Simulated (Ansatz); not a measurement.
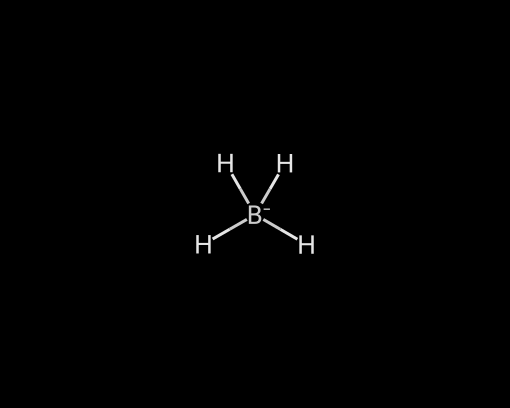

The species has charge −1 and is a spin singlet. The computed structure is the end point of a PBE0-D4/def2-TZVPD optimisation. No frequency run is at hand to confirm it as a minimum. Method: RHF-CCSD(T), frozen core/def2-TZVPPD (Ansatz 0.2.0).

Estimate the T1 diagnostic.

0.011.
